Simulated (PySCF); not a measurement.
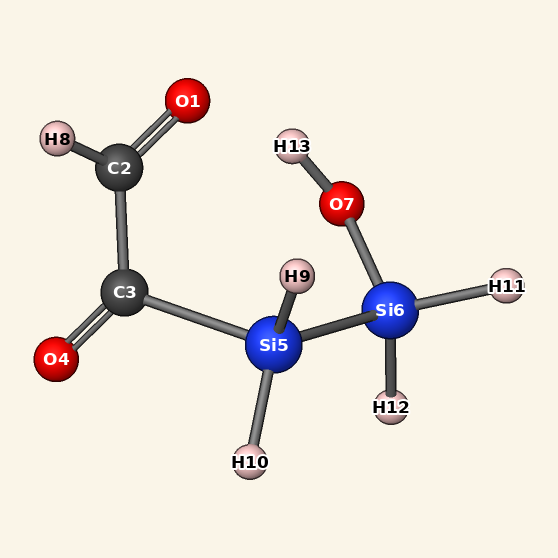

The questions are on isotropic NMR shieldings of the O atoms. The geometry was computed by an optimisation with GFN2-xTB. No frequency run is at hand to confirm it as a minimum. Level of theory: GIAO PBE0/pcSseg-1 NMR shielding, non-relativistic, gas phase (PySCF 2.14.0).

Give the isotropic NMR shieldings of the O atoms atom by atom.

| atom | σ (ppm) |
| --- | --- |
| O1 | −302.0 |
| O4 | −556.0 |
| O7 | 327.8 |

The geometry is semi-empirical. Around Si such bond lengths and angles can be off by a tenth of an ångström or more and by several degrees, and values that hang on the shape move with them.
